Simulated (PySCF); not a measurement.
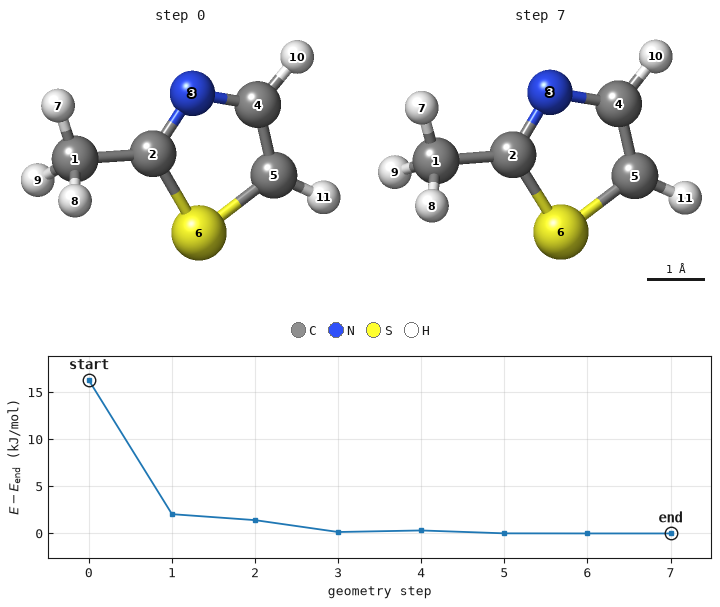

First and last geometry of a relaxation of C4H5NS, with the history of the run. The picture is a ball-and-stick view, seen at a tilt.

The start comes from GFN2-xTB. Its atoms were then displaced at random by about 0.01 Å.

Level of theory: PBE0-D3(BJ)/def2-TZVP geometry optimisation, gas phase in PySCF 2.14.0, density-fitted response routines. 

Q: Read the history and describe the run.

A: It converged. The atom that moves furthest after the best rigid fit is H9 (0.16 Å). Largest moves by element: H 0.16 Å, S 0.10 Å, N 0.05 Å, C 0.05 Å. Near-neighbour distances that change, for instance: N3–C4 1.303 → 1.365 Å, C2–S6 1.767 → 1.730 Å, C1–H7 1.062 → 1.089 Å, C4–H10 1.107 → 1.082 Å. Bond angles that change, for instance: H7–C1–H9 111.8° → 108.5°, C2–C1–H8 109.1° → 111.7°. Over 7 geometry steps the energy falls by 16.3 kJ/mol. The run took 2.4 min on 1 thread of Arm Neoverse V2, with other jobs on the host.
